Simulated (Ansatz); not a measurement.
We consider Zn₈Cu₅ (I-43m, No. 217), described by r²SCAN (plane waves, PAW; Ansatz, an electronic-structure program).

Settings: plane-wave cutoff 560 eV, 10×10×10 k mesh, Fermi–Dirac smearing 0.05 eV, no spin polarisation, scalar-relativistic PAW data made under PBE.

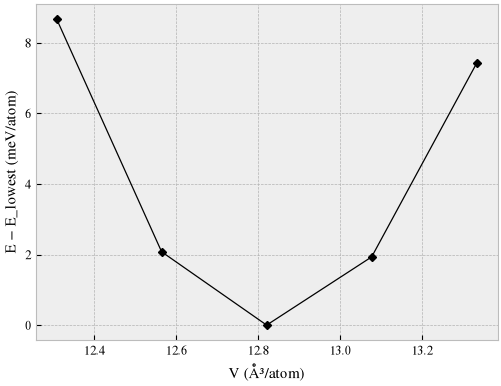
Total energy against volume

Q: From the curve, estimate the equilibrium volume and the bulk modulus.

A: V0 ≈ 12.8 Å³/atom and B0 ≈ 130 GPa; the fit gives V0 = 12.821 Å³/atom, B0 = 125 GPa, B′ = 5.0.

Computed values are for the static lattice.
